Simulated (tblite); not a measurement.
## Run report: C₆H₁₇GeN, geometry relaxation (part 4 of 4)

C₆H₁₇GeN; GFN2-xTB geometry optimisation, gas phase (tblite 0.8.0). It belongs to a series of runs on one base structure; here: H on C replaced by CH3.

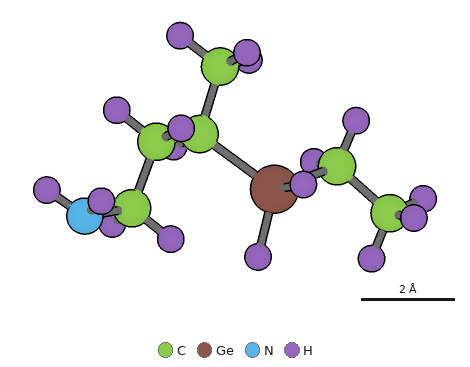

Figure 1. The geometry at step 200 of the log (ball-and-stick view, seen at a tilt).

## Trajectory as extended XYZ, continued
```
25
Properties=species:S:1:pos:R:3:forces:R:3 step=180 energy=-716.56904
C     3.8269    0.1733    0.5983   -0.0090  -0.0110   0.0050
C     2.6786    0.0150   -0.3895    0.0070   0.0150  -0.0200
Ge    0.9095    0.3790    0.4432    0.0160  -0.0100   0.0130
C    -0.5902   -0.3876   -0.6407   -0.0200   0.0030  -0.0010
C    -0.3427   -0.1366   -2.1248   -0.0020  -0.0050  -0.0100
C    -1.9620    0.1512   -0.2461   -0.0030   0.0060   0.0000
C    -2.2964   -0.0758    1.2328    0.0150  -0.0030  -0.0050
N    -3.6563    0.2540    1.6166   -0.0040   0.0050  -0.0210
H     4.7906    0.0811    0.0981   -0.0220  -0.0060   0.0100
H     3.7812    1.1460    1.0858    0.0210  -0.0050  -0.0260
H     3.7646   -0.5916    1.3701    0.0100   0.0210   0.0130
H     2.8181    0.7007   -1.2279    0.0000  -0.0190   0.0070
H     2.6885   -0.9964   -0.8024    0.0050   0.0310   0.0140
H     0.7404    1.8729    0.6066   -0.0060  -0.0110   0.0060
H     0.9172   -0.1768    1.8472   -0.0050   0.0030  -0.0070
H    -0.5849   -1.4689   -0.4668   -0.0140  -0.0070  -0.0080
H     0.6090   -0.5592   -2.4426    0.0100   0.0030   0.0250
H    -1.1292   -0.5863   -2.7302   -0.0170   0.0050  -0.0060
H    -0.3279    0.9334   -2.3282    0.0060  -0.0010  -0.0130
H    -2.7248   -0.3372   -0.8650   -0.0040   0.0010   0.0170
H    -2.0019    1.2237   -0.4620   -0.0040  -0.0050   0.0080
H    -1.6253    0.5330    1.8482    0.0150  -0.0050   0.0110
H    -2.1272   -1.1261    1.4880   -0.0040  -0.0110  -0.0110
H    -3.8503    1.2295    1.4131    0.0010  -0.0130  -0.0030
H    -4.3164   -0.3076    1.0871    0.0100   0.0160   0.0020
25
Properties=species:S:1:pos:R:3:forces:R:3 step=186 energy=-716.57131
C     3.8298    0.1881    0.5978    0.0110   0.0130  -0.0110
C     2.6787   -0.0103   -0.3792    0.0240  -0.0110  -0.0100
Ge    0.9122    0.3755    0.4434   -0.0520   0.0010  -0.0050
C    -0.5918   -0.3790   -0.6452   -0.0160  -0.0070   0.0030
C    -0.3420   -0.1162   -2.1266    0.0050   0.0040   0.0080
C    -1.9638    0.1554   -0.2468   -0.0070  -0.0010   0.0080
C    -2.2971   -0.0876    1.2293   -0.0090   0.0040   0.0110
N    -3.6532    0.2487    1.6205    0.0080  -0.0120   0.0210
H     4.7876    0.0615    0.0964    0.0270  -0.0170   0.0010
H     3.7981    1.1885    1.0268    0.0040  -0.0180   0.0070
H     3.7696   -0.5340    1.4107   -0.0160   0.0490  -0.0100
H     2.8185    0.6389   -1.2464   -0.0150  -0.0150   0.0270
H     2.6906   -1.0376   -0.7490   -0.0040   0.0090  -0.0010
H     0.7514    1.8714    0.5926    0.0000  -0.0060   0.0140
H     0.8998   -0.1727    1.8493    0.0160   0.0020   0.0020
H    -0.5913   -1.4625   -0.4832    0.0020   0.0000  -0.0020
H     0.6049   -0.5508   -2.4426   -0.0150  -0.0170  -0.0140
H    -1.1400   -0.5463   -2.7315    0.0240   0.0010  -0.0300
H    -0.3061    0.9550   -2.3227   -0.0130  -0.0040   0.0040
H    -2.7277   -0.3302   -0.8658   -0.0010  -0.0030  -0.0110
H    -2.0064    1.2286   -0.4569   -0.0020   0.0050   0.0290
H    -1.6170    0.5044    1.8521   -0.0060  -0.0120   0.0030
H    -2.1450   -1.1445    1.4683    0.0350   0.0070  -0.0070
H    -3.8536    1.2205    1.4103    0.0160   0.0190  -0.0130
H    -4.3171   -0.3217    1.1075   -0.0170   0.0090  -0.0250
25
Properties=species:S:1:pos:R:3:forces:R:3 step=193 energy=-716.57530
C     3.8379    0.2216    0.5853   -0.0030   0.0140   0.0190
C     2.6759   -0.0634   -0.3571    0.0240  -0.0210   0.0040
Ge    0.9090    0.3637    0.4471   -0.0120  -0.0120  -0.0210
C    -0.5975   -0.3711   -0.6525    0.0170  -0.0040  -0.0120
C    -0.3433   -0.0852   -2.1296   -0.0100   0.0070   0.0050
C    -1.9631    0.1686   -0.2403    0.0160  -0.0100   0.0000
C    -2.2981   -0.1131    1.2284   -0.0090  -0.0010  -0.0130
N    -3.6528    0.2283    1.6225    0.0200  -0.0180   0.0090
H     4.7934    0.0221    0.1005   -0.0320  -0.0010   0.0120
H     3.8247    1.2621    0.9063    0.0060  -0.0060  -0.0310
H     3.7663   -0.4000    1.4759    0.0030  -0.0070  -0.0080
H     2.7996    0.5140   -1.2741   -0.0030   0.0280  -0.0110
H     2.6905   -1.1162   -0.6478    0.0040   0.0020   0.0200
H     0.7682    1.8629    0.5743    0.0000   0.0020   0.0170
H     0.8757   -0.1657    1.8600    0.0200  -0.0010  -0.0020
H    -0.6042   -1.4576   -0.5119   -0.0040   0.0110   0.0170
H     0.6017   -0.5217   -2.4497   -0.0120   0.0160  -0.0060
H    -1.1381   -0.5016   -2.7486    0.0040  -0.0030   0.0030
H    -0.3062    0.9896   -2.3061    0.0170  -0.0180  -0.0040
H    -2.7297   -0.2927   -0.8749   -0.0130   0.0170   0.0090
H    -1.9946    1.2485   -0.4156    0.0040  -0.0040  -0.0010
H    -1.6141    0.4514    1.8723   -0.0140   0.0060  -0.0220
H    -2.1513   -1.1780    1.4317   -0.0110   0.0010   0.0260
H    -3.8437    1.2037    1.4176    0.0290   0.0170   0.0140
H    -4.3172   -0.3276    1.0952   -0.0400  -0.0170  -0.0240
25
Properties=species:S:1:pos:R:3:forces:R:3 step=200 energy=-716.57723
C     3.8424    0.2438    0.5754   -0.0050   0.0080  -0.0010
C     2.6755   -0.0901   -0.3437    0.0000  -0.0080   0.0100
Ge    0.9074    0.3557    0.4497    0.0210   0.0060  -0.0090
C    -0.5989   -0.3707   -0.6550    0.0120  -0.0030   0.0010
C    -0.3425   -0.0712   -2.1291   -0.0030  -0.0020   0.0030
C    -1.9601    0.1734   -0.2361   -0.0050   0.0000   0.0000
C    -2.3063   -0.1378    1.2239    0.0020  -0.0040  -0.0010
N    -3.6579    0.2129    1.6184   -0.0010   0.0020   0.0080
H     4.7916   -0.0047    0.1033    0.0070  -0.0070  -0.0050
H     3.8487    1.3047    0.8177   -0.0110   0.0010   0.0040
H     3.7657   -0.3145    1.5063   -0.0030   0.0080   0.0070
H     2.7888    0.4469   -1.2864    0.0030   0.0110  -0.0110
H     2.6962   -1.1553   -0.5834   -0.0060  -0.0010   0.0010
H     0.7699    1.8572    0.5630    0.0070  -0.0030   0.0130
H     0.8731   -0.1553    1.8701    0.0080  -0.0080  -0.0140
H    -0.6118   -1.4573   -0.5211    0.0040  -0.0090   0.0010
H     0.6024   -0.5034   -2.4544   -0.0030  -0.0060   0.0060
H    -1.1361   -0.4813   -2.7535   -0.0020   0.0060   0.0050
H    -0.3015    1.0050   -2.2950   -0.0030  -0.0080  -0.0020
H    -2.7326   -0.2600   -0.8826    0.0000  -0.0040  -0.0100
H    -1.9762    1.2574   -0.3854   -0.0060   0.0060   0.0010
H    -1.6204    0.4075    1.8815   -0.0050   0.0010  -0.0050
H    -2.1723   -1.2078    1.4102   -0.0100   0.0050  -0.0020
H    -3.8239    1.1992    1.4454   -0.0050   0.0030   0.0130
H    -4.3322   -0.3114    1.0698    0.0050   0.0040  -0.0130
25
Properties=species:S:1:pos:R:3:forces:R:3 step=207 energy=-716.57798
C     3.8506    0.2529    0.5682   -0.0180   0.0100  -0.0110
C     2.6799   -0.0981   -0.3395   -0.0160   0.0020   0.0010
Ge    0.9126    0.3572    0.4499   -0.0010   0.0020  -0.0070
C    -0.5976   -0.3705   -0.6505    0.0010   0.0040  -0.0020
C    -0.3435   -0.0707   -2.1246   -0.0020  -0.0030  -0.0020
C    -1.9598    0.1745   -0.2336   -0.0030   0.0030   0.0090
C    -2.3170   -0.1496    1.2212    0.0000  -0.0030   0.0020
N    -3.6682    0.2066    1.6129   -0.0070   0.0010   0.0010
H     4.7961   -0.0084    0.0951    0.0070   0.0040   0.0140
H     3.8570    1.3188    0.7860    0.0070   0.0140   0.0010
H     3.7779   -0.2815    1.5132   -0.0060  -0.0090  -0.0030
H     2.7904    0.4227   -1.2921    0.0010  -0.0030  -0.0030
H     2.6975   -1.1673   -0.5594    0.0050  -0.0080  -0.0070
H     0.7766    1.8585    0.5632    0.0080   0.0000   0.0070
H     0.8777   -0.1514    1.8700    0.0050  -0.0120   0.0050
H    -0.6094   -1.4575   -0.5175   -0.0030   0.0050   0.0080
H     0.6008   -0.5038   -2.4498   -0.0010  -0.0020  -0.0070
H    -1.1384   -0.4792   -2.7483   -0.0030  -0.0090   0.0030
H    -0.3041    1.0052   -2.2910    0.0110   0.0030   0.0000
H    -2.7297   -0.2483   -0.8911    0.0100  -0.0030   0.0090
H    -1.9714    1.2605   -0.3708   -0.0010  -0.0020  -0.0040
H    -1.6297    0.3831    1.8877   -0.0070  -0.0100  -0.0040
H    -2.1956   -1.2230    1.3974    0.0020   0.0100  -0.0100
H    -3.8219    1.2005    1.4763    0.0080   0.0010   0.0010
H    -4.3417   -0.2885    1.0364    0.0030   0.0040  -0.0010
25
Properties=species:S:1:pos:R:3:forces:R:3 step=214 energy=-716.57884
C     3.8492    0.2617    0.5625    0.0020   0.0080   0.0040
C     2.6794   -0.0899   -0.3460    0.0100   0.0050   0.0050
Ge    0.9163    0.3663    0.4501    0.0120  -0.0090   0.0020
C    -0.5949   -0.3672   -0.6435   -0.0020  -0.0020  -0.0080
C    -0.3429   -0.0823   -2.1210   -0.0040   0.0030  -0.0040
C    -1.9580    0.1775   -0.2300    0.0000  -0.0030  -0.0020
C    -2.3288   -0.1685    1.2160    0.0030   0.0000   0.0010
N    -3.6731    0.2107    1.6101    0.0150  -0.0040   0.0020
H     4.7963   -0.0138    0.1009    0.0000   0.0030  -0.0040
H     3.8659    1.3299    0.7690   -0.0040   0.0080   0.0020
H     3.7657   -0.2627    1.5124   -0.0040   0.0000   0.0020
H     2.7909    0.4270   -1.3006   -0.0020  -0.0030   0.0030
H     2.6978   -1.1601   -0.5608   -0.0050  -0.0090  -0.0130
H     0.7853    1.8667    0.5773   -0.0030   0.0010  -0.0050
H     0.8934   -0.1507    1.8676   -0.0040  -0.0110   0.0070
H    -0.6059   -1.4530   -0.5007    0.0030   0.0000   0.0070
H     0.6018   -0.5167   -2.4439   -0.0040  -0.0020   0.0000
H    -1.1382   -0.4998   -2.7387    0.0070   0.0030   0.0060
H    -0.3052    0.9920   -2.2988    0.0030  -0.0040  -0.0020
H    -2.7220   -0.2364   -0.8989   -0.0120  -0.0010  -0.0030
H    -1.9668    1.2648   -0.3548    0.0020   0.0040   0.0060
H    -1.6323    0.3310    1.8976    0.0040   0.0060   0.0010
H    -2.2326   -1.2479    1.3671   -0.0050  -0.0030  -0.0020
H    -3.7982    1.2120    1.5033   -0.0010   0.0090   0.0000
H    -4.3541   -0.2479    1.0132   -0.0090  -0.0010  -0.0040
25
Properties=species:S:1:pos:R:3:forces:R:3 step=221 energy=-716.57908
C     3.8452    0.2614    0.5649    0.0010  -0.0030   0.0060
C     2.6790   -0.0836   -0.3507    0.0030   0.0050  -0.0050
Ge    0.9160    0.3615    0.4507    0.0030  -0.0050   0.0050
C    -0.5956   -0.3685   -0.6450   -0.0020  -0.0020   0.0030
C    -0.3415   -0.0864   -2.1226   -0.0020  -0.0020   0.0000
C    -1.9589    0.1765   -0.2323   -0.0010   0.0000   0.0040
C    -2.3251   -0.1615    1.2167   -0.0010  -0.0010   0.0050
N    -3.6699    0.2155    1.6110   -0.0030   0.0030   0.0010
H     4.7948   -0.0111    0.1063   -0.0030   0.0080  -0.0050
H     3.8601    1.3281    0.7804   -0.0010   0.0010  -0.0040
H     3.7563   -0.2702    1.5103    0.0020  -0.0020   0.0060
H     2.7912    0.4437   -1.2996   -0.0020  -0.0020   0.0050
H     2.6977   -1.1514   -0.5781    0.0080  -0.0020  -0.0030
H     0.7837    1.8609    0.5896   -0.0050  -0.0010   0.0010
H     0.8974   -0.1706    1.8635   -0.0050  -0.0010  -0.0030
H    -0.6056   -1.4538   -0.4987   -0.0060  -0.0030  -0.0050
H     0.6005   -0.5273   -2.4442    0.0010  -0.0040  -0.0010
H    -1.1388   -0.5005   -2.7395    0.0000   0.0030  -0.0010
H    -0.2963    0.9871   -2.3023   -0.0030  -0.0010   0.0010
H    -2.7258   -0.2418   -0.8956    0.0060   0.0040  -0.0060
H    -1.9695    1.2634   -0.3609    0.0030   0.0000  -0.0050
H    -1.6289    0.3462    1.8930    0.0000  -0.0050   0.0000
H    -2.2256   -1.2398    1.3746    0.0010   0.0060   0.0010
H    -3.8000    1.2158    1.4979    0.0030  -0.0060  -0.0020
H    -4.3512   -0.2507    1.0198    0.0040   0.0080   0.0030
```

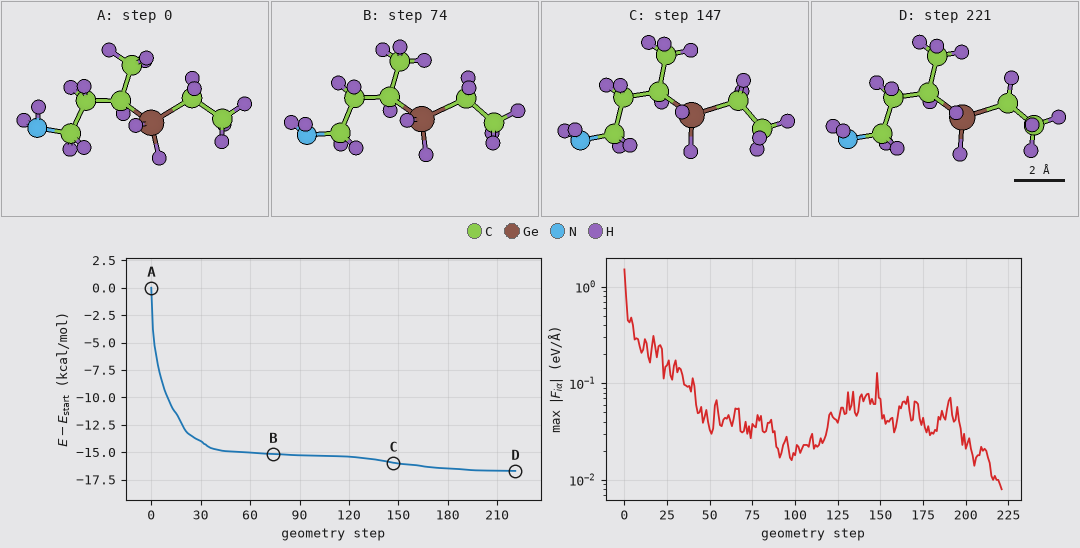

Figure 2. Frames of the relaxation (ball-and-stick view, seen at a tilt) above the curves, on which the letters mark them (steps are counted from 0).

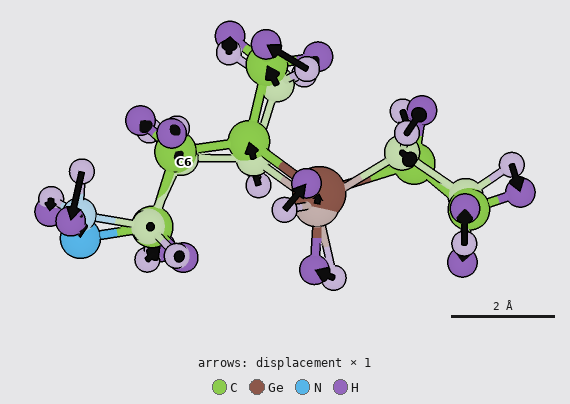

Figure 3. Start (faint) and end (solid) with the displacements as black arrows, at true length (ball-and-stick view, seen at a tilt). The two geometries are laid on each other by the best rigid fit. The energy falls by 16.7 kcal/mol in 221 geometry steps. Largest force component: 1.5 eV/Å at the start, 0.008 eV/Å at the end. The largest move after the best rigid fit is that of H11, 1.48 Å. Largest moves by element: H 1.48 Å, C 0.73 Å, N 0.54 Å, Ge 0.22 Å. Among the contacts that change: Ge3–C4 1.941 → 2.005 Å, C6–C7 1.491 → 1.532 Å, C2–Ge3 1.947 → 1.987 Å, N8–H24 1.048 → 1.015 Å. Among the angles that change: C6–C7–N8 107.3° → 114.9°, H12–C2–H13 112.7° → 106.8°, C4–C5–H18 106.5° → 110.9°. (Atoms are counted from 1 in the order of the input.)
